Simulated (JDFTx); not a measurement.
| Property | Value |
|---|---|
| surface | Ti(0001) |
| bulk | Ti, P6_3/mmc, lattice of mp-46 (not re-optimised) |
| slab | 4 atoms in 4 planes, 1x1, 6.8 Å between the outermost planes |
| in-plane cell | 2.936 × 2.936 Å, 7.46 Å² |
| cell height | 23.0 Å |
| sampling | 8×8×1 k mesh, Fermi smearing 0.01 Ha, no spin polarisation |

Computed with a modified build of JDFTx: PBE, GBRV ultrasoft potentials, plane waves to 20/100 Ha. Liquid on both sides: CANDLE, water, 2 M NaF; nuclei fixed. SHE scale: U = −μ/e − 4.44 V, by convention.

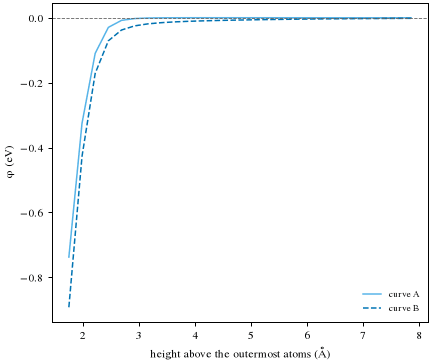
Figure. Plane-averaged electrostatic potential energy of an electron for two states of the electrode

Problem. One curve is the neutral slab. Which, and what is the sign of the other's charge?

Solution. Curve A is neutral (potential of zero charge, -0.50 V). Curve B is positively charged, 4.8 μC/cm² at -0.35 V.
